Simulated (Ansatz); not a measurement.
Consider AlN in the wurtzite structure (space group P6_3mc, No. 186; a = 3.107 Å, c = 4.978 Å).

Now apply this change: a fraction x = 0.5 of the Al sites is given to Ga, ordered in a cell of 12 atoms (starting symmetry P3m1) and fully relaxed.

Method: r2SCAN/PAW in Ansatz (a program for electronic structure), spin-orbit coupling left out.

The zone is the changed cell's own and can be folded.

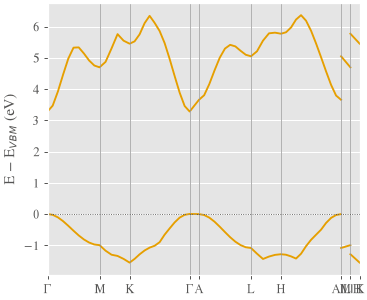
Figure: Highest valence and lowest conduction band along the path of the changed cell's own zone

Task: From the figure, how large is the changed gap, and is it direct?

Result: About 3.3 eV, direct at Γ.

These are small ordered cells, not random alloys; other orderings at the same x differ. Stability against distortions was not tested. Labels are those of the standard path for the cell's own space group.
